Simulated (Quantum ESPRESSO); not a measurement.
**Effort and miss along a sweep of K_POINTS: MgSi (P-1, 12 atoms in the cell)**

Cell: a = 4.4620 Å, b = 5.2644 Å, c = 10.3601 Å, α = 91.69°, β = 92.15°, γ = 113.50°.

Method: PBEsol, GBRV 1.5 ultrasoft (PBESOL) pseudopotentials (plane waves; Quantum ESPRESSO 7.5).

Base settings: ecutwfc = 40 Ry; ecutrho = 200 Ry; occupations = smearing; smearing = methfessel-paxton; degauss = 0.0147 Ry; potentials = {Mg: mg_pbesol_v1.4.uspp.F.UPF, Si: si_pbesol_v1.uspp.F.UPF}; K_POINTS = automatic 4 3 2 0 0 0; conv_thr = 1e-10 Ry; mixing_beta = 0.5.

Misses are taken against the tightest run, automatic 6 5 3 0 0 0, which need not be fully converged itself. The energy is the free energy per atom.

The count of work is k-points × plane waves × bands × iterations; it is no time, and leaves out set-up, grids and terms that scale otherwise. Core times come from one kind of shared machine and are given to one figure; runs under 30 s give none.

The starting cell comes from a database of computed structures (which also holds hypothetical and non-ambient phases and stackings), without a prior relaxation at this level. Without a gap this mesh is coarse (it stands for a supercell whose shortest vector is 16 Å).

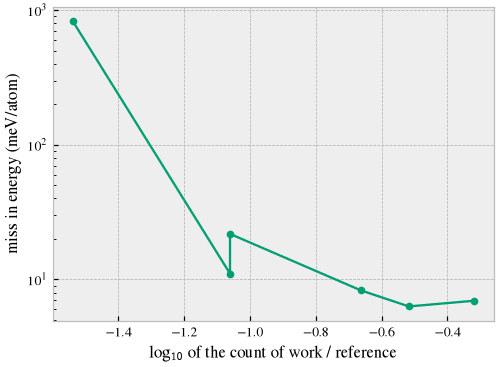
Figure: Miss against the count of work; the reference run is not drawn, and misses under 0.1 meV/atom are drawn there.

| K_POINTS | energy less reference (meV/atom) | pressure less reference (GPa) | largest difference in the force on any atom (eV/Å) | count of work / reference | core time / reference (rough) |
|---|---|---|---|---|---|
| automatic 1 1 1 0 0 0 | 834.07 | 3.78 | 2.027 | 0.029 | 0.2 |
| automatic 2 2 1 0 0 0 | -11.06 | -0.16 | 0.741 | 0.087 | 0.2 |
| automatic 3 2 1 0 0 0 | -21.82 | -0.23 | 0.664 | 0.087 | 0.2 |
| automatic 3 3 2 0 0 0 | -8.30 | -0.05 | 0.360 | 0.22 | 0.2 |
| automatic 4 3 2 0 0 0 | 6.31 | 0.14 | 0.319 | 0.30 | 0.4 |
| automatic 5 4 2 0 0 0 | 6.95 | 0.07 | 0.114 | 0.48 | 0.6 |
| automatic 6 5 3 0 0 0 | 0.00 | 0.00 | 0.000 | 1.0 | 1 |

The last two settings still differ by 6.9 meV/atom, so the table cannot show that the reference is converged.

Coarsest setting among those run that, with all tighter ones, holds the energy within 20 meV/atom of the reference: automatic 3 3 2 0 0 0, off by 8.3 meV/atom; it needs 0.22 of the reference's count of work and about 0.2 of the reference's time. The coarser automatic 2 2 1 0 0 0 also lies inside, but a setting between leaves the range again, so that is luck.

Smallest miss in the energy for at most 0.1 times the reference's count of work: automatic 2 2 1 0 0 0, with a miss of 11 meV/atom at a count of 0.087.

The step from automatic 3 2 1 0 0 0 to automatic 5 4 2 0 0 0: it takes the miss in the energy from 22 to 6.9 meV/atom, for 5.5 times the count of work and roughly 3 times the time.
